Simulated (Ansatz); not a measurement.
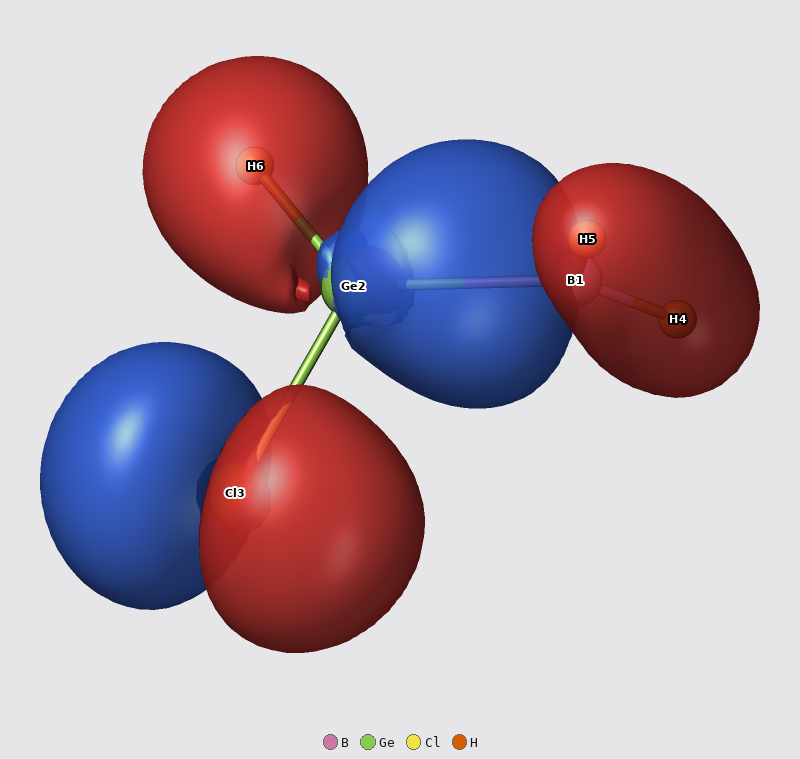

Figure. BClGeH₃ (charge +1). One frontier orbital at ±0.08 Å⁻³ᐟ² (blue and red are the two phases), seen at a tilt.

Geometry: PBE0-D4/def2-TZVP.

The calculation used Ansatz 0.2.0, RKS PBE0-D4/def2-TZVPP.

```yaml
atoms:
  - { symbol: B, position_ang: [-0.9351, 0.3032, -0.6636] }
  - { symbol: Ge, position_ang: [0.6499, -0.0504, 0.6178] }
  - { symbol: Cl, position_ang: [1.8033, -1.7104, 0.1857] }
  - { symbol: H, position_ang: [-1.9697, -0.2093, -0.3872] }
  - { symbol: H, position_ang: [-0.7130, 0.9832, -1.6111] }
  - { symbol: H, position_ang: [1.1647, 0.6837, 1.8584] }
```

Q: Which orbital is it: HOMO or LUMO?

A: The HOMO, at −14.49 eV. It lies mainly on Cl3 (about 50 %), Ge2 (about 20 %), B1 (about 15 %) and H6 (about 10 %).
